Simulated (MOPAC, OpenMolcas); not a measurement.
BNH3 (SMILES [BH]N): the dipole moment, rung by rung

The species is BNH3 (5 atoms), meant as a doublet with charge 0. SMILES: `[BH]N`. The shape is that of a GFN2-xTB optimisation. This is one conformer, not always the lowest.

```xyz
5

B     0.7058   -0.3416    0.5400
N    -0.1687    0.4034   -0.2106
H     0.5367   -1.4869    0.7238
H    -1.0067    0.0361   -0.6531
H    -0.0671    1.3891   -0.4000
```

Quantity: the dipole moment, in D. The values are calculated.

```tsv
level	kind	program	value (D)	CPU time
MNDO	semi-empirical	MOPAC	2.06	under 2 s
ROHF/STO-3G	Hartree–Fock	OpenMolcas	1.54	2.2 s
UHF/STO-3G	Hartree–Fock	OpenMolcas	1.57	1.7 s
USVWN5/STO-3G	LDA	OpenMolcas	2.22	4.2 s
UPBE/STO-3G	GGA	OpenMolcas	2.13	5 s
U-r2SCAN/STO-3G	meta-GGA	OpenMolcas	2.03	7 s
UM06-2X/STO-3G	hybrid meta-GGA	OpenMolcas	1.93	6.9 s
```

The values span 1.54 to 2.22 D. All rows use very small basis sets, so even the best lies far from the true value. Sets without polarisation functions give poor dipoles. CPU times are rough (shared hosts, several kinds of processor): they show what a rung costs within a factor of a few.

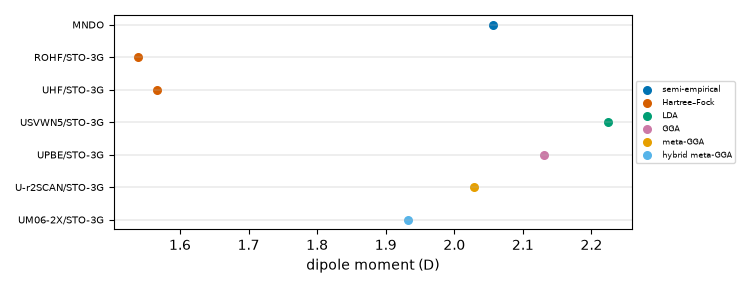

The values of the table, level by level.
